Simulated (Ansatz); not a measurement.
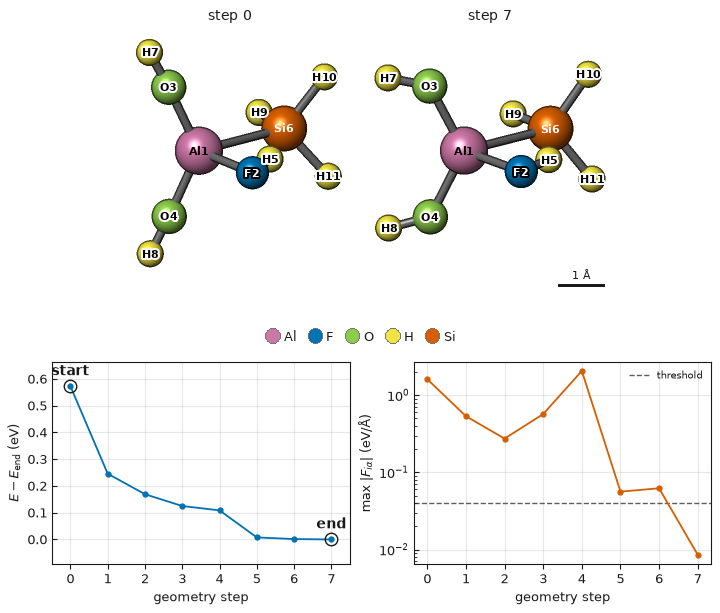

First and last geometry of a constrained relaxation of AlSiH₆O₂F, with the history of the run. Style: ball-and-stick. Shown from a free direction.

The reaction that was planned forms Al1–Si6, F2–H5 and breaks Al1–F2, H5–Si6 (atoms numbered from 1 in input order).

Theory: RKS PBE0-D4/def2-SVP in Ansatz. (held fixed: the distance between atoms 1 (Al) and 6 (Si), the distance between atoms 2 (F) and 5 (H), the distance between atoms 1 (Al) and 2 (F), the distance between atoms 5 (H) and 6 (Si), counting from 1; force threshold 0.04 eV/Å; at most 150 steps)

Read the history and describe the run.

It converged. The largest moves after the best rigid fit, 0.77 Å, are those of H7 and H8. By element the largest moves are H 0.77 Å, F 0.21 Å, Si 0.14 Å, Al 0.11 Å, O 0.04 Å. Among the contacts that change: Al1–O3 1.647 → 1.699 Å, Si6–H9 1.473 → 1.502 Å, Si6–H10 1.479 → 1.497 Å, O3–H7 0.945 → 0.956 Å. Bond angles that change, for instance: Al1–O3–H7 175.9° → 130.1°, Al1–F2–H5 58.6° → 75.2°, Al1–Si6–H9 107.6° → 95.4°. Over 7 geometry steps the energy falls by 0.572 eV. Largest force component: 1.6 eV/Å at the start, 0.0086 eV/Å at the end.

```json
{"step": "0", "E − E(0), eV": "0.0000", "largest force component, eV/Å": "1.6100"}
{"step": "1", "E − E(0), eV": "-0.3268", "largest force component, eV/Å": "0.5344"}
{"step": "2", "E − E(0), eV": "-0.4034", "largest force component, eV/Å": "0.2739"}
{"step": "3", "E − E(0), eV": "-0.4475", "largest force component, eV/Å": "0.5696"}
{"step": "4", "E − E(0), eV": "-0.4638", "largest force component, eV/Å": "2.0630"}
{"step": "5", "E − E(0), eV": "-0.5648", "largest force component, eV/Å": "0.0563"}
{"step": "6", "E − E(0), eV": "-0.5710", "largest force component, eV/Å": "0.0622"}
{"step": "7", "E − E(0), eV": "-0.5725", "largest force component, eV/Å": "0.0086"}
```
